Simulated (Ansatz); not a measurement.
C$_{2}$H$_{2}$Br: several calculations on one system

Part 1: Relaxation

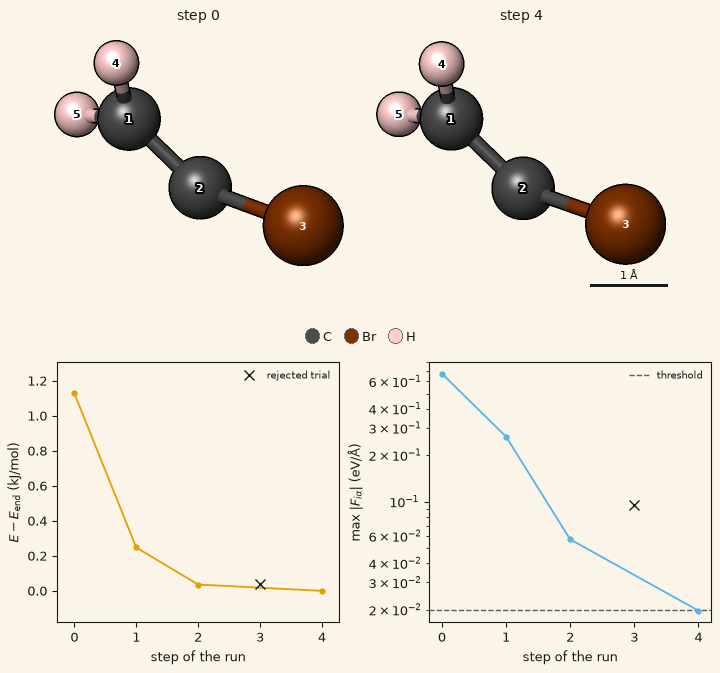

First and last geometry of a relaxation of C$_{2}$H$_{2}$Br (multiplicity 2), with the history of the run. The picture is a ball-and-stick view, seen from a free direction.

The run prepares an end point of a later path (hydrogen shift) calculation, from a guessed geometry.

These are results of UKS BHLYP-D4/def2-SVP (Ansatz), not measurements.

Input
```yaml
crystal:
  periodic: [false, false, false]
  atoms:
    - { symbol: C, position_ang: [0.56369, -0.15023, -0.15594] }
    - { symbol: C, position_ang: [-0.68115, -0.35863, 0.1445] }
    - { symbol: Br, position_ang: [-2.12939, 0.65896, 0.59608] }
    - { symbol: H, position_ang: [1.03456, 0.82979, -0.19584] }
    - { symbol: H, position_ang: [1.21229, -0.9799, -0.38879] }
magnetization:
  spin_polarized: true
  initial_magnetization: 1
basis:
  gaussian: { orbitals: def2-SVP }
hamiltonian:
  xc: { name: BHLYP }
  dispersion: d4
relax:
  f_tol: 0.02
  max_steps: 50
```

Command:
```bash
ansatz run input.yaml --threads 2 --pin off --max-ram 3072MiB --backend cpu --events-out ev --progress --plain --runs-dir out
```

**Read the history and describe the run.**

It converged. The atom that moves furthest after the best rigid fit is H4 (0.038 Å). Largest moves by element: H 0.038 Å, Br 0.023 Å, C 0.015 Å. Among the contacts that change: C1–C2 1.297 → 1.309 Å, C1–H5 1.079 → 1.088 Å. Among the angles between lasting bonds that change: H4–C1–H5 115.1° → 117.7°, C2–C1–H4 124.6° → 122.5°. The energy falls by 1.13 kJ/mol in 3 accepted moves (4 points after the start). The largest force component goes from 0.67 to 0.02 eV/Å. The line search rejected the trial step at point 3 of the run.

Part 2: Relaxation

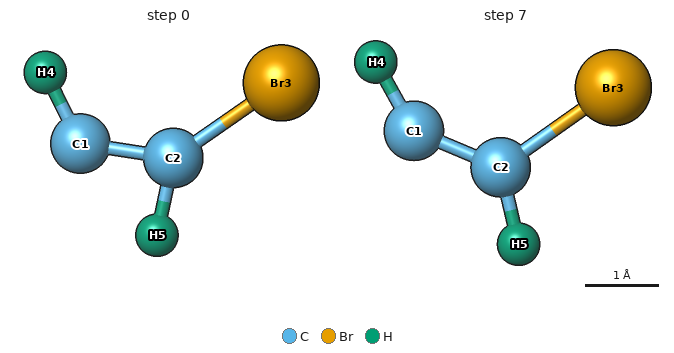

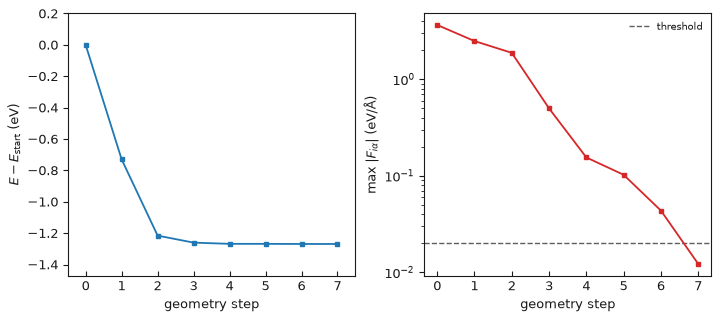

First and last geometry of a relaxation of C₂H₂Br (multiplicity 2), with the history of the run. The picture is a ball-and-stick view, seen face on.

The run prepares an end point of a later path (hydrogen shift) calculation, from a guessed geometry.

Theory: Ansatz, UKS BHLYP-D4/def2-SVP. Set-up: collinear spin; force threshold 0.02 eV/Å; at most 50 steps.

### Read the history and describe the run.

It converged. The largest move after the best rigid fit is that of H5, 0.36 Å. Largest moves by element: H 0.36 Å, C 0.19 Å, Br 0.10 Å. Near-neighbour distances that change, for instance: C2–Br3 1.827 → 1.916 Å, C1–H4 1.088 → 1.079 Å. Bond angles that change, for instance: C1–C2–H5 86.2° → 125.4°, Br3–C2–H5 137.1° → 112.3°, C2–C1–H4 124.6° → 141.5°. After 7 geometry steps the energy has fallen by 1.269 eV. The largest force component goes from 3.7 to 0.012 eV/Å.

```json
{"step": "0", "E − E(0), eV": "0.0000", "largest force component, eV/Å": "3.6620"}
{"step": "1", "E − E(0), eV": "-0.7297", "largest force component, eV/Å": "2.4943"}
{"step": "2", "E − E(0), eV": "-1.2157", "largest force component, eV/Å": "1.8827"}
{"step": "3", "E − E(0), eV": "-1.2605", "largest force component, eV/Å": "0.5000"}
{"step": "4", "E − E(0), eV": "-1.2683", "largest force component, eV/Å": "0.1552"}
{"step": "5", "E − E(0), eV": "-1.2683", "largest force component, eV/Å": "0.1026"}
{"step": "6", "E − E(0), eV": "-1.2691", "largest force component, eV/Å": "0.0437"}
{"step": "7", "E − E(0), eV": "-1.2691", "largest force component, eV/Å": "0.0122"}
```

Part 3: Path

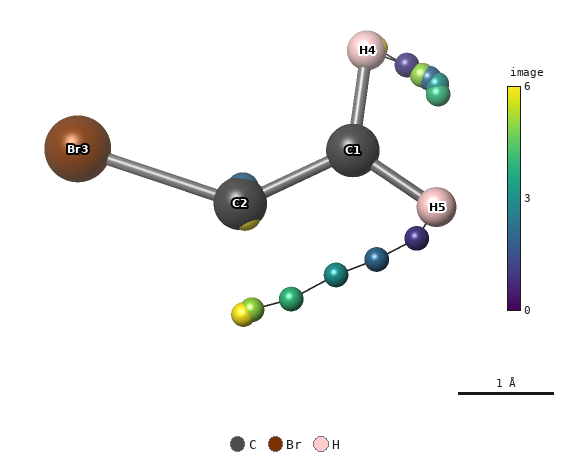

A search for the minimum-energy path of C2H2Br (multiplicity 2) by the nudged elastic band. Images are numbered from 0 (start) to 6 (end). The start is drawn whole; smaller spheres mark the moving atoms (C, H) in the later images, joined by lines and coloured by the number of the image. A ball-and-stick model, seen at a tilt.

Theory: Ansatz 0.2.0, UKS BHLYP-D4/def2-SVP. Set-up: 5 movable images; climbing image; force threshold 0.05 eV/Å; iteration limit 60; starting path through a guess of the saddle point.

Describe the path and its energy.

A hydrogen atom shifts from one atom to another. Breaking: C1–H5 (1.09 → 1.34 at the top → 2.12 Å). Forming: C2–H5 (2.08 → 1.24 at the top → 1.08 Å). The highest point, image 3, lies 2.28 eV above the start and 2.16 eV above the end; the end is at +0.11 eV relative to the start. The band converged in 11 iterations, with a climbing image at the top.
